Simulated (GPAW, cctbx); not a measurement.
# How far are the atoms of Zr3W from free atoms?

Aim: compute the bonding part of the density of Zr3W, find which reflections carry it, and see how it biases an ordinary refinement.

The cell comes from substitution in a known structure type and wasn't matched to any measured phase. All numbers below are calculated.

## Step 1: Find the equilibrium geometry

The density hangs on the geometry, so cell and atoms are relaxed first, with the symmetry held. The cutoff is set higher than for the density because stress converges slowly with plane waves.

Settings: GPAW 26.7.0, PBE, 570 eV, 5×5×5 k-points, Fermi–Dirac width 0.1 eV, BFGS to 0.03 eV/Å.

```text
cell
1.0
     0.000000000    3.565000000    3.565000000
     3.565000000    0.000000000    3.565000000
     3.565000000    3.565000000    0.000000000
W Zr
1 3
Direct
0.000000000 0.000000000 0.000000000
0.500000000 0.500000000 0.500000000
0.250000000 0.250000000 0.250000000
0.750000000 0.750000000 0.750000000
```

```console
$ OMP_NUM_THREADS=1 mpirun -n 4 gpaw python run.py > gpaw.log
```

```text
BFGS:    0      -32.917149        1.473219
BFGS:    1      -33.002196        1.260807
BFGS:    2      -33.215778        0.108613
BFGS:    3      -33.217988        0.007549
cell  4.8731 4.8731 4.8731  60.00 60.00 60.00
volume 81.826 A^3, largest force 0.000 eV/A, largest stress 0.06 GPa
```

After 3 steps the volume has changed by -9.7 % and the energy by -0.301 eV; the largest stress left is 0.06 GPa. It took 25 s on 4 cores of Intel(R) Xeon(R) Platinum 8488C (Sapphire Rapids) (shared host), peak memory 0.81 GiB.

Relaxed structure: Fm-3m (no. 225), a = 6.8916 Å, b = 6.8916 Å, c = 6.8916 Å, α = 90.00°, β = 90.00°, γ = 90.00°.

| atom | mult. | x | y | z |
| --- | --- | --- | --- | --- |
| W1 | 4 | 0 | 0 | 0 |
| Zr1 | 4 | 1/2 | 0 | 0 |
| Zr2 | 8 | 1/4 | 3/4 | 3/4 |

## Step 2: The all-electron density

X-rays see the whole electron density, so the PAW density is rebuilt with its core regions. Subtracting spherical free atoms from the same code cancels the cores and leaves the deformation density Δρ, the part due to bonding.

Settings: PBE, 450 eV, 6×6×6 k-points, Fermi–Dirac width 0.1 eV; primitive cell of 4 atoms.

```console
$ OMP_NUM_THREADS=1 mpirun -n 4 gpaw python run.py > gpaw.log
```

```text
|iter:   1|       0s |  -33.598560 | +0.06 |       |
|iter:   2|       0s |  -33.497361 | -1.52 | -1.32 |
|iter:   3|       1s |  -33.226683 | -1.09 | -1.35 |
...
|iter:   9|       3s |  -33.026021c| -6.04 | -3.93 |
|iter:  10|       3s |  -33.026017c| -7.12 | -4.29c|
|iter:  11|       4s |  -33.026020c| -7.94c| -4.95c|
```

```text
grid (48, 48, 48)  electrons 194.000  moved by bonding 0.764 e
deformation density beyond 0.5 A of the nuclei: max 0.037, min -0.153 e/A^3
atom        x       y       z   Voronoi charge  moment
W 1    0.0000  0.0000  0.0000     -0.053       0.00
Zr2    0.5000  0.5000  0.5000      0.033       0.00
Zr3    0.2500  0.2500  0.2500      0.010       0.00
Zr4    0.7500  0.7500  0.7500      0.010       0.00
mean inner potential of superposed free atoms 27.621 V
total magnetic moment 0.000 muB
```

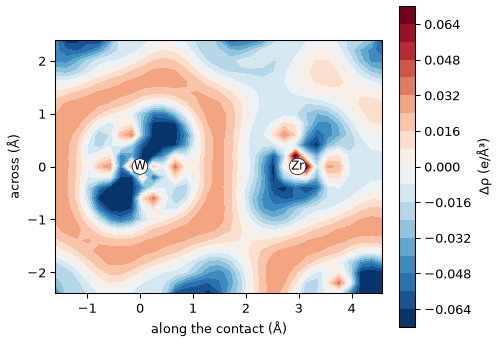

Deformation density in a plane through the shortest contact of the W atom at the origin; red gains electrons, blue loses them.

W gains most (-0.05 e) and Zr loses most (+0.02 e), in averages over each element's sites, as electronegativity suggests. Along the shortest contact from the W atom at the map's origin, W–Zr at 2.98 Å, Δρ is +0.03 e/Å³ at the midpoint and highest, +0.04, 0.67 Å from W (points within 0.5 Å of a nucleus left out): little piles up between the atoms, as is usual in a metallic crystal, which this run finds. At the midpoints of other shortest contacts it is -0.01 (Zr–Zr, 2.98 Å) e/Å³. Point values carry grid noise of about 0.01 e/Å³. The run needed 11 iterations, 11 s.

## Step 3: Structure factors

The Fourier components of Δρ, added to those of the free atoms, give the static X-ray structure factors; the Mott–Bethe relation turns them into the Fourier components V of the potential that fast electrons feel.

```text
static structure factors of the conventional cell: F in electrons, V (Mott-Bethe) in volts
   h  k  l      d  |F| table  |F| free   |F| DFT   change   |V| free  |V| DFT  change %
   1  1  1  3.9789   131.893   131.635   131.718    0.083     0.968    0.949     -1.9
   0  2  0  3.4458   130.129   129.912   129.822   -0.089     1.012    1.027      1.5
   0  2  2  2.4365   622.070   621.446   619.795   -1.651    12.849   12.986      1.1
   1  3  1  2.0779   120.226   119.920   119.483   -0.437     0.972    0.999      2.7
   2  2  2  1.9894   119.103   118.751   118.421   -0.330     0.956    0.974      1.9
   0  4  0  1.7229   554.897   554.359   554.083   -0.276     9.213    9.225      0.1
   1  3  3  1.5810   112.087   111.577   111.737    0.160     0.855    0.849     -0.7
   0  4  2  1.5410   111.165   110.657   110.666    0.008     0.843    0.842     -0.0
   2  4  2  1.4067   508.307   508.433   508.938    0.506     7.415    7.401     -0.2
   3  3  3  1.3263   105.119   104.721   105.129    0.408     0.770    0.760     -1.3
   1  5  1  1.3263   105.119   104.721   104.612   -0.109     0.770    0.773      0.3
   0  4  4  1.2183   473.532   473.852   474.085    0.233     6.280    6.275     -0.1
   1  5  3  1.1649    99.024    98.794    98.937    0.143     0.707    0.704     -0.4
   2  4  4  1.1486    98.320    98.108    98.181    0.073     0.700    0.699     -0.2
```

The largest X-ray change is -1.65 e on 022, 0.3 % of |F|. For electrons V goes as (Z − F)/g², so a change of F counts against Z − F, which is small at low angle and wherever the atoms' terms cancel: |V| of 131 moves by +2.7 % (0.97 to 1.00 V) against -0.4 % in |F|. The tabulated Hartree–Fock atoms differ from the free DFT atoms by up to 0.62 e, so the choice of reference atom matters too.

## Step 4: Which functional?

The same geometry is run with other functionals, to see whether the bonding signal is larger than the spread between approximations. Free atoms are LDA for LDA and PBE otherwise. Any other changed setting is in the row's label.

| run | ΔF 022 (e) | ΔF 242 (e) | ΔF 131 (e) | q(W) (e) | moved (e) | time |
| --- | --- | --- | --- | --- | --- | --- |
| PBE | -1.651 | +0.506 | -0.437 | -0.053 | 0.764 | 11 s |
| LDA | -1.551 | +0.408 | -0.415 | -0.060 | 0.701 | 11 s |
| RPBE | -1.655 | +0.525 | -0.447 | -0.055 | 0.796 | 11 s |

At the base's settings ΔF(022) spans -1.655 to -1.551 e, a spread of 6 % of the PBE value; over the three listed reflections the spread is at most 23 %, so sign and size hold across the functionals. Times are from shared hosts.

## Step 5: Refining ordinary atoms against data with bonding

Routine crystallography fits spherical atoms. To see the bias, intensities are simulated from tabulated atoms plus the DFT change ΔF, so that bonding alone can misfit (5328 reflections of the full sphere, merged to the counts below, to 0.4 Å, 0.5 % proportional noise plus counting noise, assumed isotropic U as listed, Δρ smeared by the mean U) and refined with cctbx over different ranges.

| range | data | R1 | GooF | U W1 (true 0.0043) | U Zr1 (true 0.0054) | U Zr2 (true 0.0054) | largest shift (Å) | Δρ max, min (e/Å³) |
| --- | --- | --- | --- | --- | --- | --- | --- | --- |
| all data | 175 | 0.0021 | 0.94 | 0.0043 | 0.0054 | 0.0054 | 0.0000 | 0.28, -0.27 |
| low resolution, d > 0.84 | 27 | 0.0018 | 1.23 | 0.0043 | 0.0053 | 0.0054 | 0.0000 | 0.10, -0.11 |
| high order, d < 0.75 | 137 | 0.0023 | 0.87 | 0.0043 | 0.0054 | 0.0054 | 0.0000 | 0.23, -0.27 |
| occupancies free, d > 0.7 | 41 | 0.0017 | 1.17 | 0.0043 | 0.0054 | 0.0053 | 0.0000 | 0.12, -0.16 |

With all data GooF is 0.94, so at this noise the bonding hardly shows; the top residual peak lies 1.72 Å from Zr and 1.72 Å from Zr. No U is off by more than 3 s.u. at low resolution. Symmetry fixes every coordinate, so the shifts are zero by construction. With W1 held at 1 and the scale free, the other occupancies refine to Zr1 1.000(0.001) and Zr2 0.998(0.001), within three s.u. of full.

## Step 6: Answer

Bonding moves 0.76 e in the primitive cell of Zr3W and changes the structure factors of the conventional cell in the table above by at most 1.65 e (022, 0.3 %), and among reflections above 2 % of the strongest by up to 0.4 % (333). The shortest bond, W–Zr, has Δρ = +0.03 e/Å³ at its midpoint, with no localised bond charge. At the base's settings ΔF(022) spans -1.655 to -1.551 e, a spread of 6 % of the PBE value; over the three listed reflections the spread is at most 23 %, so sign and size hold across the functionals. With all data GooF is 0.94, so at this noise the bonding hardly shows. Limits: static density, frozen cores, no spin–orbit coupling.

[Outputs are excerpts: Python notices, other lines and further rows are left out; steps that failed or that the build refused (PBEsol, TPSS) are not shown.]

[Logs are printed without paths, hosts, clocks, repeated set-up lines and the standing remarks that a program may print on its own settings, such as how far it seeks lower states.]
